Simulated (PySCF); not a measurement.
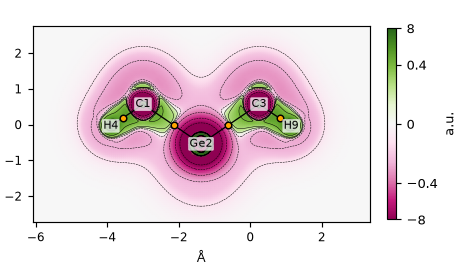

C2H8Ge, SMILES `C[GeH2]C`. Negative Laplacian of the density (−∇²ρ) in the plane of C1, Ge2, C3, H4 and H9 (green positive, pink negative, colour scale in a.u., logarithmic beyond ±0.04), with bond paths and bond critical points (dots).

PySCF calculation, PBE/def2-TZVP, gas phase; geometry: GFN2-xTB. No frequency check shows the geometry to be a minimum. GFN2-xTB bond lengths at metals and heavier atoms can be off by up to 0.1 Å and shapes distorted, which carries into these values.

Coordinates in Å:

```
C1      -1.6234   -0.7366    0.0002
Ge2      0.0000    0.3758    0.0000
C3       1.6234   -0.7366   -0.0002
H4      -2.5227   -0.1275   -0.0008
H5      -1.6479   -1.3751   -0.8794
H6      -1.6477   -1.3751    0.8797
H7      -0.0000    1.2845   -1.2003
H8       0.0000    1.2845    1.2004
H9       2.5227   -0.1275    0.0008
H10      1.6479   -1.3751    0.8794
H11      1.6477   -1.3752   -0.8797
```

> Sort the bonds in the plane by the sign of ∇²ρ at their critical points.

Concentrated (∇²ρ < 0): C1–H4 and C3–H9 (−0.91 a.u.). Depleted (∇²ρ > 0): C1–Ge2 and Ge2–C3 (+0.08 a.u., H = −0.060). A positive Laplacian with clearly negative H marks a strongly polar covalent bond, whose critical point lies close to the core of the less electronegative atom.

> Where along C1–H4 does the critical point lie?

0.69 Å from C1 and 0.39 Å from H4.

The PySCF run took 25 s on 1 thread of Arm Neoverse V1, with other jobs on the host, peak memory 0.56 GiB.
